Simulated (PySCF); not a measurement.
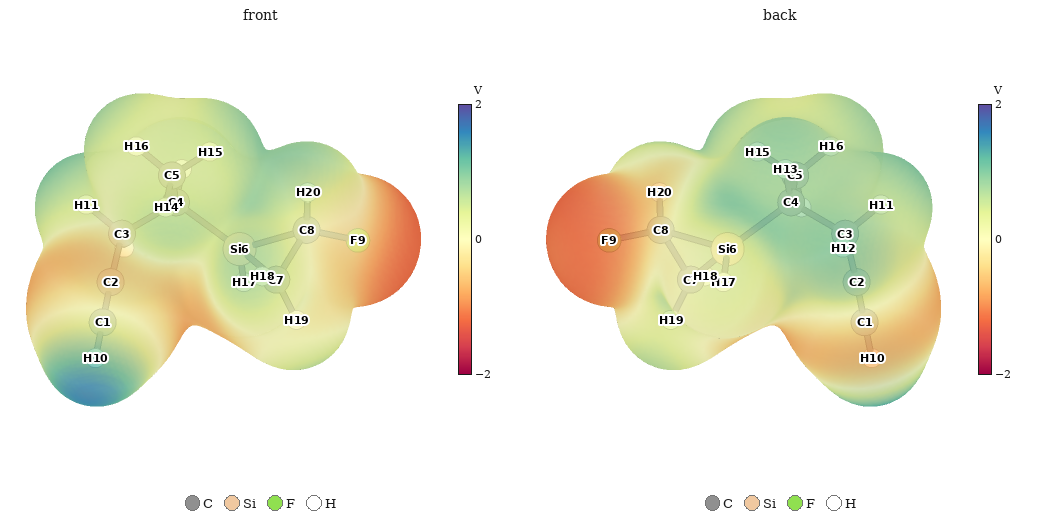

Figure 1: C₇H₁₁FSi. The electrostatic potential painted on the density surface at 0.002 e/bohr³, seen from the front and from behind; the colour scale runs from red (negative) to blue (positive).

Geometry: PBE0-D3(BJ)/def2-SVP.

Computed with PBE0/pcSseg-1, SCF density, gas phase, non-relativistic (PySCF).

```xyz
20

C     2.3492   -2.0022   -0.1916
C     2.2103   -0.8109   -0.0225
C     1.9965    0.6165    0.1867
C     0.5470    1.0663   -0.0799
C     0.1556    0.9076   -1.5463
Si   -0.6756    0.1863    1.0664
C    -1.7966   -1.1967    0.5036
C    -2.5044    0.1443    0.6566
F    -3.4800    0.2118    1.6107
H     2.4792   -3.0588   -0.3350
H     2.6812    1.1842   -0.4693
H     2.2888    0.8699    1.2206
H     0.4921    2.1366    0.1896
H     0.2051   -0.1477   -1.8572
H    -0.8654    1.2713   -1.7384
H     0.8371    1.4784   -2.1981
H    -0.2972    0.1532    2.5027
H    -1.7735   -1.6623   -0.4880
H    -2.0381   -1.9114    1.3006
H    -2.8486    0.5930   -0.2865
```

Where is the surface potential most negative and most positive?

The most negative region (about −1.2 V) lies over F9, the most positive (about +1.6 V) over H10.
